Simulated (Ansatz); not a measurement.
**Si, pressure series**

Consider Si in the diamond structure (space group Fd-3m, No. 227; a = 5.470 Å).

Cell and atoms are relaxed at each pressure.

Calculations: DFT with PBE, PAW potentials and a 420 eV plane-wave cutoff in Ansatz (a program for electronic structure), no spin-orbit coupling, earlier PAW set.

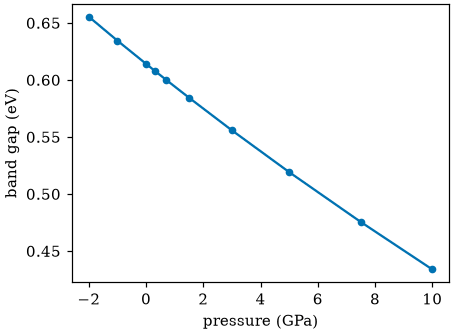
Figure. Band gap against pressure

### Question
From the plot, what is the band gap for pressure 10 GPa?

### Answer
About 0.43 eV.

### Question
Is the trend monotonic over the range shown?

### Answer
Yes, it falls throughout, spanning 0.43 eV to 0.66 eV.

Load acts through the strain it causes; cell and atoms are relaxed under it. Stability against distortions was not tested. Tetrahedral semiconductors of this kind turn to denser phases somewhere between about 1 and 50 GPa; those were not computed, so compressed cells here can lie past the real transition.
